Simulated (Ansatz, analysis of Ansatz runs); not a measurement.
# Migration in TiO2 (Pbcn): V_O hop (2.6 Å), charge +2, part 2 of 4

Aim: the barrier of one jump in TiO2 (Pbcn) at charge +2: V_O hop (2.6 Å). The model is a cell of 48 host atoms with 1 O taken out; O is the atom that moves.

Ansatz 0.2.0; plane-wave PAW DFT, PBEsol; nudged elastic band between two relaxed defect structures at fixed charge in a uniform background.

So far: The starting structure; Relaxation of the start point, charge +2.

## 3. Relaxation of the end point, charge +2

Level of this step: plane-wave PAW DFT, PBEsol; relaxation of all atoms of a defect supercell at fixed charge in a uniform background (Ansatz).

The end point is relaxed in the same cell and settings, so that the two energies compare. Atoms more than 3.2 Å from the middle of the hop start where the first relaxation left them, the nearer ones on or close to their ideal places, with small random displacements.

Contents of qp2_c48k1s.end/input.yaml:

```yaml
crystal:
  lattice:
    - [-4.53778301, 5.49491103, 4.87894185]
    - [4.53778301, -5.49491103, 4.87894185]
    - [4.53778301, 5.49491103, -4.87894185]
  atoms:
    - { symbol: Ti, position: [0.22250297, 0.13041551, 0.58991363] }
    - { symbol: Ti, position: [0.21179474, 0.62087844, 0.08638698] }
[... 1 atom line left out ...]
    - { symbol: Ti, position: [0.71256284, 0.625, 0.58756284] }
[... 2 atom lines left out ...]
    - { symbol: Ti, position: [0.53743716, 0.125, 0.41243716] }
    - { symbol: Ti, position: [0.53743716, 0.625, 0.91243716] }
    - { symbol: Ti, position: [0.28743716, 0.375, 0.41243716] }
[... 3 atom lines left out ...]
    - { symbol: Ti, position: [0.46256284, 0.375, 0.08756284] }
[... 3 atom lines left out ...]
    - { symbol: O, position: [0.3497109, 0.40481975, 0.67332519] }
[... 2 atom lines left out ...]
    - { symbol: O, position: [0.8497109, 0.90481975, 0.67332519] }
[... 7 atom lines left out ...]
    - { symbol: O, position: [0.73149455, 0.67638571, 0.82667481] }
[... 4 atom lines left out ...]
    - { symbol: O, position: [0.518462, 0.34505, 0.444863] }
[... 2 atom lines left out ...]
    - { symbol: O, position: [0.26850545, 0.32361429, 0.17332519] }
[... 7 atom lines left out ...]
    - { symbol: O, position: [0.1502891, 0.09518025, 0.32667481] }
[... 2 atom lines left out ...]
    - { symbol: O, position: [0.6502891, 0.59518025, 0.32667481] }
total_charge: 2
basis:
  ecutwfc: 420
  xc_grid: 2
hamiltonian:
  xc: pbesol
kpoints:
  mp_grid: { grid: [1, 1, 1], shift: [0.25, 0.25, 0.25] }
scf:
  occupations: { method: fixed }
  max_iter: 150
output:
  forces: true
relax:
  f_tol: 0.02
  max_steps: 70
  random_displacement: { amplitude: 0.01, seed: 259 }
```

On the command line:

```bash
ansatz run input.yaml --threads 8 --pin off --max-ram 14131MiB --backend cpu --events-out ev --progress --plain --runs-dir out
```

Numbers of over 12 decimals in the logs are rounded to 6 here.

Output:

```text
[...]
Crystal: 47 atoms, lattice volume = 486.620 Å³
Basis set: ecut = 420 eV, 9557 PW (Γ), exchange–correlation on 120×120×120 points (8 copies of the dense FFT grid, shifted against one another)
Bands: 235, of which v1, the nominal top of the filled ones, is band 188 counted from 1 (187 counted from 0)
Symmetry: 1 space group operations
k-points: 1
[...]
SCF iter   1: F=—  HF=-57054.738511 eV  |F-HF|=—  |Δ(HF+E_count)|=         —  Δρ=2.10e-2  dr2=3.25e0  ethr=1.77e-3  ⟨swp⟩=4.0  Hψ=724  notcnv=0  defer=44
[...]
SCF iter  10: F=-57054.138555 eV  HF=-57054.138557 eV  |F-HF|=1.35e-6  |Δ(HF+E_count)|=   9.82e-7  Δρ=2.80e-5  dr2=4.65e-6  ethr=2.66e-9  ⟨swp⟩=4.0  Hψ=708  notcnv=0
SCF 1 converged in 10 iterations: F = -57054.138555 eV  dr2 = 4.65e-6
[...]
--- Relaxed structure (6 steps of the walk, 6 accepted, 0 SCFs on fresh bases) ---
  F+E_penalty+E_count = -57057.01522511 eV   max|allowed force component| = 9.351e-3 eV/Å
  atoms:
    - { symbol: Ti, position: [0.193756, 0.119077, 0.592140] }
    - { symbol: Ti, position: [0.215173, 0.625714, 0.085896] }
    [... 1 atom left out ...]
    - { symbol: Ti, position: [0.739421, 0.625577, 0.589422] }
[...]
- { symbol: Ti, position: [0.548178, 0.137658, 0.404804] }
    [... 1 atom left out ...]
    - { symbol: Ti, position: [0.266026, 0.329899, 0.395501] }
[...]
- { symbol: O, position: [0.344176, 0.401946, 0.666799] }
[...]
- { symbol: O, position: [0.841889, 0.899462, 0.674759] }
[...]
- { symbol: O, position: [0.724336, 0.672327, 0.821555] }
    [... 4 atoms left out ...]
    - { symbol: O, position: [0.518271, 0.360752, 0.450062] }
    [... 2 atoms left out ...]
    - { symbol: O, position: [0.267010, 0.319442, 0.174306] }
    [... 7 atoms left out ...]
    - { symbol: O, position: [0.140516, 0.076594, 0.318737] }
    [... 2 atoms left out ...]
    - { symbol: O, position: [0.642795, 0.595912, 0.341021] }
[key lines of the parts left out:]
SCF converged after 7 iterations
Free energy (F): -57057.015225 eV
Fermi energy:    8.591000 eV
```

Run time: 16 s. Hardware: 8 threads of Arm Neoverse V2, shared host; peak memory 0.93 GiB; 1.8 min of CPU time.

The steps of the relaxation:

| step | energy less that of the first step (eV) | largest force component (eV/Å) |
| --- | --- | --- |
| 1 | 0.0000 | 4.4490 |
| 2 | -2.0010 | 1.6932 |
| 3 | -2.7865 | 0.4654 |
| 4 | -2.8683 | 0.2045 |
| 5 | -2.8758 | 0.0548 |
| 6 | -2.8767 | 0.0094 |

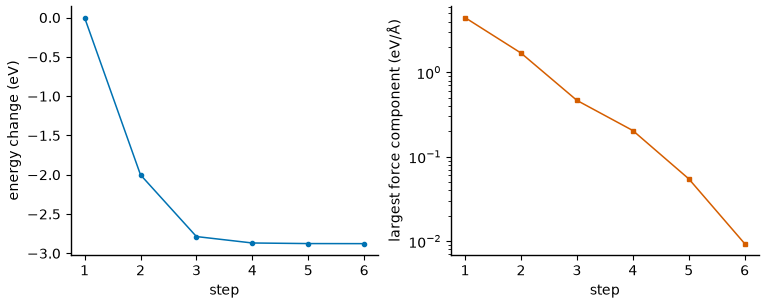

Energy and largest force along the relaxation.

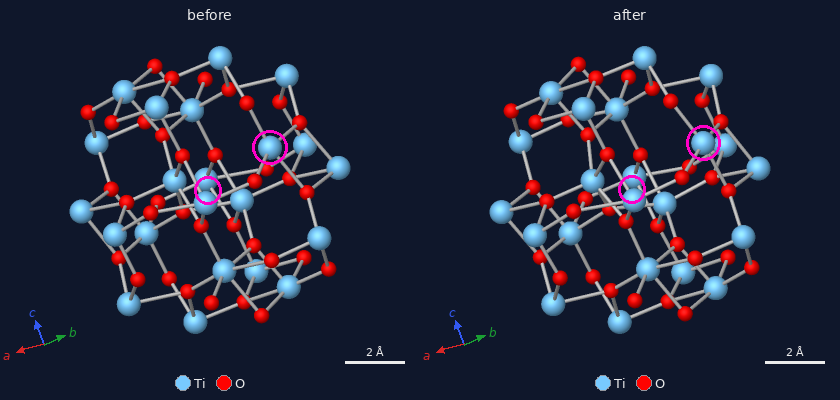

Before and after: the atoms that start within 5 Å of the centre. Ti14, which moves most, is ringed if it is among them. A ring with no atom in it marks the middle of the ideal hop.

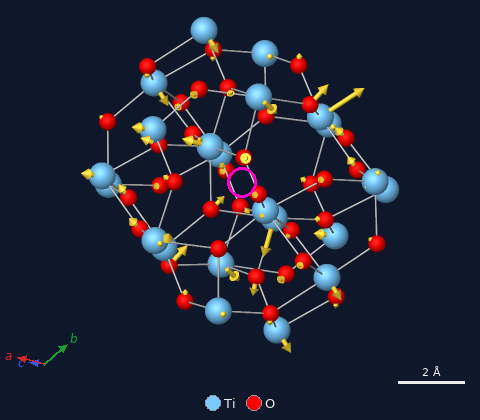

Displacements in the relaxation from the typed sites near the centre, exaggerated, the mean shift taken out; the longest in the cell stands for 0.43 Å. A ring marks the middle of the ideal hop wherever no atom is near it.

The atoms that moved most (Å, from the sites as typed, ahead of the random displacement, the mean shift of all atoms taken out):

| atom | dx | dy | dz | length |
| --- | --- | --- | --- | --- |
| Ti14 | 0.247 | -0.304 | 0.183 | 0.432 |
| Ti9 | -0.184 | 0.034 | -0.242 | 0.306 |
| Ti1 | 0.089 | -0.086 | -0.206 | 0.241 |
| Ti12 | 0.088 | -0.086 | -0.206 | 0.241 |
| Ti4 | -0.111 | 0.152 | 0.125 | 0.226 |
| O21 | 0.135 | -0.108 | 0.121 | 0.211 |
| O43 | 0.135 | -0.107 | 0.120 | 0.210 |
| Ti5 | -0.051 | -0.104 | -0.116 | 0.165 |

Neighbours of O33 at the end:

| atom | distance (Å) |
| --- | --- |
| Ti7 | 1.912 |
| Ti4 | 1.956 |
| Ti9 | 2.029 |
| O47 | 2.586 |
| O17 | 2.599 |
| O36 | 2.687 |
| O28 | 2.707 |
| O38 | 2.803 |
| O21 | 2.810 |

Read from the output:

```
free energy                                                                                       : -57057.0152 eV
r.m.s. move of the farther half of the atoms                                                      : 0.05696 Å
largest move from the ideal geometry of this structure, a common shift of the far atoms taken out : 0.4352 Å
```

The relaxation gained 2.877 eV and ended with a largest force component of 0.0094 eV/Å. The end lies within 1 meV of the start.

[end of part 2 of 4]

[Logs are printed without paths, hosts, clocks, repeated set-up lines and the standing remarks that a program may print on its own settings, such as how far it seeks lower states.]

[Hosts, paths, dates, database ids (printed as entryN), source tags and the programs' standing remarks are cut or masked in the printed files.]
